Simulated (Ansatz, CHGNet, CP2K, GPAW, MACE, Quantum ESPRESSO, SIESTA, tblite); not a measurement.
# Running random packing of 41In2S3-59GeS2 (mol %) (84 atoms) with SIESTA, part 2 of 2

How do the settings of SIESTA change the result for random packing of 41In2S3-59GeS2 (mol %) (84 atoms)? A plane-wave run serves as the yardstick.

Program: SIESTA 5.4.2; the method stands at each step. Banners, paths, timers and routine set-up lines are dropped from the logs unmarked, and long logs keep their key lines alone; longer cuts are marked. The potentials were converted by us to PSML.

So far. Step 2 (PBE, DZP, shift 0.01 Ry, mesh 300 Ry): Forces lie 28 % from the reference's, at 5.4 times its CPU time (on 2 against 8 cores). Step 3 (PBE, SZ, shift 0.02 Ry, mesh 300 Ry): Against the first run (28 %), the force difference from the reference is 99 %, at 0.25 times the CPU time (on 1 against 2 cores).

### Step 4. PBE, DZ, shift 0.01 Ry, mesh 300 Ry

Method: Kohn-Sham DFT, PBE, PseudoDojo 0.4.1 norm-conserving pseudopotentials (converted to PSML), numerical atomic orbitals (DZ), diagonalisation.

Contents of input.fdf:

```
SystemLabel cell
NumberOfAtoms 84
NumberOfSpecies 3
%block ChemicalSpeciesLabel
  1 49 In
  2 16 S
  3 32 Ge
%endblock ChemicalSpeciesLabel
LatticeConstant 1.0 Ang
%block LatticeVectors
  12.55510 0.00000 0.00000
  0.00000 12.55510 0.00000
  0.00000 0.00000 12.55510
%endblock LatticeVectors
PAO.BasisSize DZ
PAO.EnergyShift 0.01 Ry
XC.Functional GGA
XC.Authors PBE
MeshCutoff 300 Ry
%block kgrid_Monkhorst_Pack
  1 0 0 0.0
  0 1 0 0.0
  0 0 1 0.0
%endblock kgrid_Monkhorst_Pack
SolutionMethod diagon
OccupationFunction FD
ElectronicTemperature 580 K
SCF.Mixer.Method Pulay
SCF.Mixer.Weight 0.15
SCF.Mixer.History 8
SCF.Mix Hamiltonian
MaxSCFIterations 300
SCF.DM.Tolerance 1e-04
SCF.H.Tolerance 1.0e-3 eV
WriteForces T
Write.HirshfeldPop T
Write.VoronoiPop T
Write.DM F
Write.H F
XML.Write F
AtomicCoordinatesFormat Fractional
%block AtomicCoordinatesAndAtomicSpecies
[... 84 atom lines left out: the same atoms as in the first run ...]
%endblock AtomicCoordinatesAndAtomicSpecies
```

Started as:

```console
$ OMP_NUM_THREADS=1 siesta < input.fdf > output.txt
```

The log of the run:

```text
Version         : 5.4.2
reinit: System Name:
reinit: System Label: cell
initatom: Reading input for the pseudopotentials and atomic orbitals ----------
Species number:   1 Atomic number:   49 Label: In
Species number:   2 Atomic number:   16 Label: S
Species number:   3 Atomic number:   32 Label: Ge
Ground state valence configuration (from tables):   5s02  5p01  5d00  4f00
[... lines left out ...]
SCF Convergence by DM+H criterion
[... lines left out ...]
SCF cycle converged after 35 iterations
[... lines left out ...]
   Max    4.379628
[... lines left out ...]
   Max    4.379628    constrained
Stress tensor Voigt[x,y,z,yz,xz,xy] (kbar):      -48.69      -51.27      -65.29        6.07        4.91       -5.85
[... lines left out ...]
siesta: FreeEng =    -79945.350288
[... lines left out ...]
siesta:         Fermi =      -4.350242
[... lines left out ...]
siesta:          55.08235500         79.70513578  kBar
[... lines left out ...]
    (Free)Eharris+ p_basis*V_orbitals  =      -79907.797763 eV
Hirshfeld Atomic Populations:
Atom #   charge [q] valence [e]  Species
     1     0.287511   12.712489  In
     2     0.175878   12.824122  In
     3     0.310975   12.689025  In
[...]
19    -0.101039    6.101039  S
    20    -0.204966    6.204966  S
    21    -0.090101    6.090101  S
[...]
72     0.177626   13.822374  Ge
    73     0.152081   13.847919  Ge
    74     0.138644   13.861356  Ge
[...]
--------------------
 Total    -0.000012
Voronoi Atomic Populations:
Atom #   charge [q] valence [e]  Species
[...]
17     0.340612   12.659388  In
    18     0.222841   12.777159  In
[...]
70    -0.197386    6.197386  S
    71    -0.250038    6.250038  S
[...]
83     0.201956   13.798044  Ge
    84     0.228404   13.771596  Ge
--------------------
 Total    -0.000013
```

The job ended after 4.1 min (1 thread of Arm Neoverse V2, shared host; peak memory 1.1 GiB).

Compared with the plane-wave run:

```
r.m.s. force component                  : 1.057 eV/Å
r.m.s. difference of force components   : 486.7 meV/Å
longest difference of force vectors     : 1830 meV/Å
force difference over r.m.s. force      : 65.67 %
slope of forces against the reference's : 1.301
correlation of force components         : 0.9124
pressure                                : 5.508 GPa
pressure difference                     : 3.062 GPa
```

This is a coarse setting, run to see what it loses.

Against the first run (28 %), the force difference from the reference is 66 %, at 0.38 times the CPU time (on 1 against 2 cores), with 827 basis functions against 1247: the smaller basis costs accuracy.

### Step 5. Side by side

Differences are against the plane-wave reference, forces as r.m.s. over components; share is that over the reference's r.m.s. force, slope the least-squares factor from reference forces to these. Total energies of different programs have different zeros and aren't compared.

```csv
run,"Δ force, r.m.s. (meV/Å)",share (%),slope,Δ pressure (GPa),cores,CPU time,memory (GiB)
reference,-,-,-,-,8,2 min,2.8
"SIESTA PBE, DZP, shift 0.01 Ry, mesh 300 Ry",205,27.6,1.101,0.578,2,11 min,2.0
"SIESTA PBE, SZ, shift 0.02 Ry, mesh 300 Ry (coarse)",732,98.8,1.500,2.80,1,2.7 min,0.79
"SIESTA PBE, DZ, shift 0.01 Ry, mesh 300 Ry (coarse)",487,65.7,1.301,3.06,1,4.1 min,1.1
```

Rows marked coarse were listed beforehand as settings not expected to be converged; some can still land near the reference.

CPU time is summed over cores on a shared host, where runs went side by side, so it is rough. Symmetry, cutoffs, thresholds, outputs and thread counts weren't matched or tuned between programs; memory under MPI is the largest rank's times the ranks.

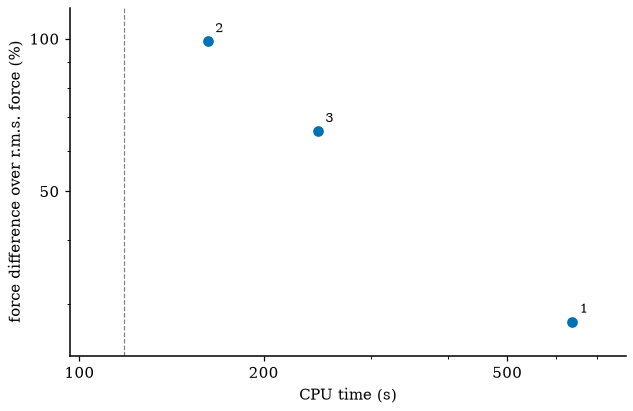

Force difference against CPU time; the dashed line marks the reference's time. Points: 1 SIESTA PBE, DZP, shift 0.01 Ry, mesh 300 Ry; 2 SIESTA PBE, SZ, shift 0.02 Ry, mesh 300 Ry; 3 SIESTA PBE, DZ, shift 0.01 Ry, mesh 300 Ry.

Further runs of this program without a result: SIESTA PBE, SZ, shift 0.01 Ry, mesh 300 Ry (cut off at its time limit).

### Step 6. Summary of results

| Quantity | Value |
| --- | --- |
| nearest in forces | SIESTA PBE, DZP, shift 0.01 Ry, mesh 300 Ry, 28 % |
| its CPU time | 11 min |

The PBE run in local orbitals, coarse settings apart, differs by 28 % (SIESTA PBE, DZP, shift 0.01 Ry, mesh 300 Ry); basis, grid and potentials can all enter. Runs with settings chosen to be coarse differ by 66 % (SIESTA PBE, DZ, shift 0.01 Ry, mesh 300 Ry) to 99 % (SIESTA PBE, SZ, shift 0.02 Ry, mesh 300 Ry), their programs' other errors included. None of the electronic-structure runs in the table takes under half the reference's CPU time of 2 min; they take 1.4 to 5.4 times as much. SIESTA PBE, DZP, shift 0.01 Ry, mesh 300 Ry stiffens the forces by a factor of 1.10 while following their directions (correlation 0.974). In pressure, SIESTA PBE, DZ, shift 0.01 Ry, mesh 300 Ry misses by +3.1 GPa, at the same functional. The reference's pressure of 2.4 GPa belongs to a cell and atoms that aren't relaxed at this level. The electronic-structure runs sample only Γ, in a cell whose shortest periodic width is 13 Å, which is coarse for a cell with partly filled levels.

[Also dropped from logs without a mark: logging warnings of Python, and SIESTA's first energy breakdown and zero terms.]

[Logs are printed without paths, hosts, clocks, repeated set-up lines and the standing remarks that a program may print on its own settings, such as how far it seeks lower states.]

[Hosts, paths, dates, database ids (printed as entryN), source tags and the programs' standing remarks are cut or masked in the printed files.]
